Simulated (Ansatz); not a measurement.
# C2H7B···H (doublet): what the fields show

```xyz
11

B     0.0006    0.0156   -0.0977
H    -0.0335   -0.0303    1.1073
C     1.3797    0.0535   -0.8070
H     1.6817   -1.0103   -0.9380
H     1.3436    0.4861   -1.8257
H     2.1935    0.5208   -0.2240
C    -1.3600   -0.0012   -0.8472
H    -1.9419   -0.8990   -0.5517
H    -1.9875    0.8467   -0.5014
H    -1.2946    0.0354   -1.9507
H     0.0186   -0.0174    2.9645
```

Not at a stationary point (largest force 0.6 eV/Å).

Theory: Ansatz, UKS LDA/6-31G*.

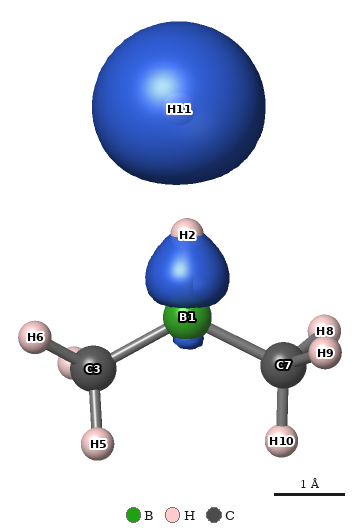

Figure 1. Isosurfaces of the spin density at +0.02 (blue) and −0.02 e/Å³ (red), seen at a tilt.

**Describe the spin distribution.**

The unpaired spin (1 electron) lies mostly on H11 (about 0.9), in electrons by Hirshfeld's partition. Only one sign reaches the isovalue.

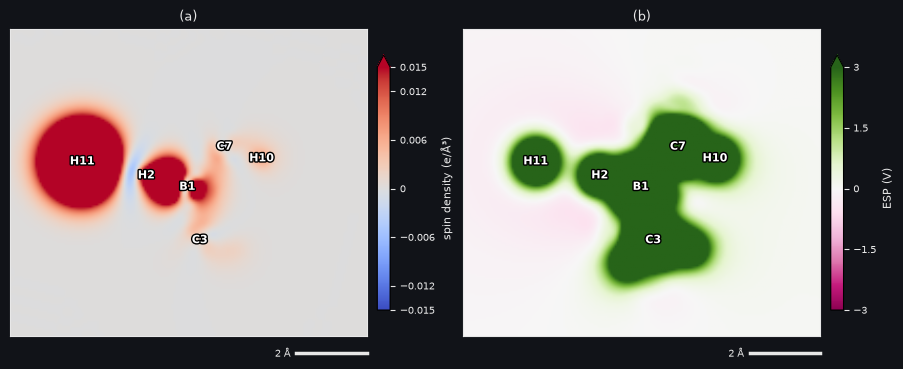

Figure 2. (a) spin density (α minus β); (b) molecular electrostatic potential on the plane of atoms B1, C7 and H10.

**Read the bonding off the picture.**

- Atoms in the plane: B, H and C.
- Outside the dense part of the complex the potential is most negative (−0.5 V) near H2.

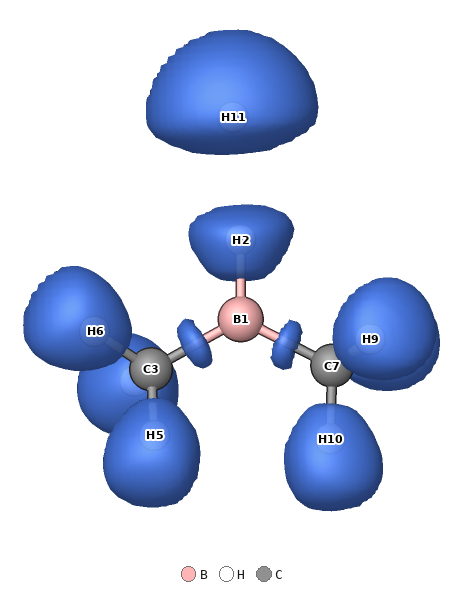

Figure 3. Isosurface of the electron localisation function at 0.9 (blue), seen across its widest extent. Core shells and regions of very low density are left out.

**Where are the electrons localised?**

At this value the surface marks out two regions between bonded B–C atoms (shared pairs) and eight regions around hydrogen nuclei. Profiles from the grid: H2···H11 (1.86 Å): the ELF dips to about 0.15 between them. C–B (1.55 Å): the ELF peaks at about 0.95 between the atoms; a shared electron pair.

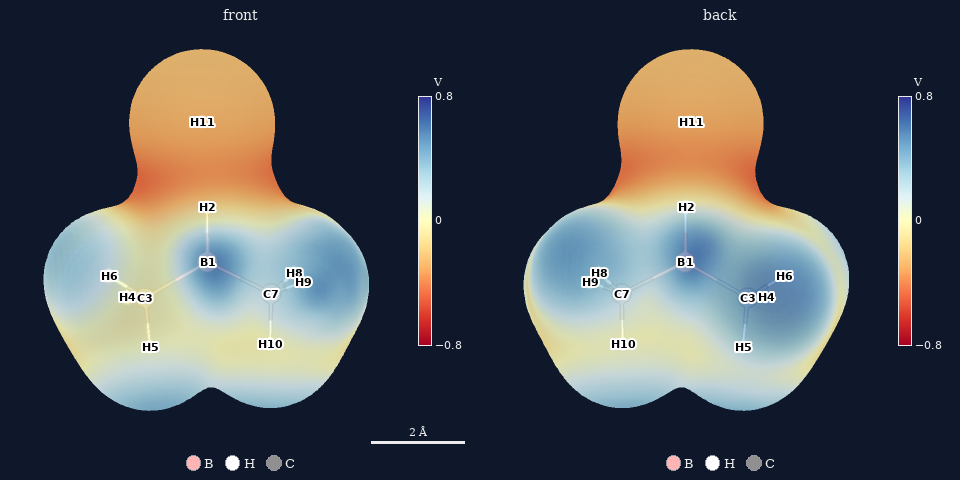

Figure 4. The electrostatic potential painted on the density surface at 0.001 e/bohr³, seen from the front and from behind; the colour scale runs from red (negative) to blue (positive).

**Which sites attract a positive test charge, and which a negative one?**

A positive charge is drawn to the negative regions and a negative charge to the positive ones. The most negative region (about −0.5 V) lies over H2 and H11, the most positive (about +0.6 V) over B1 and H4.
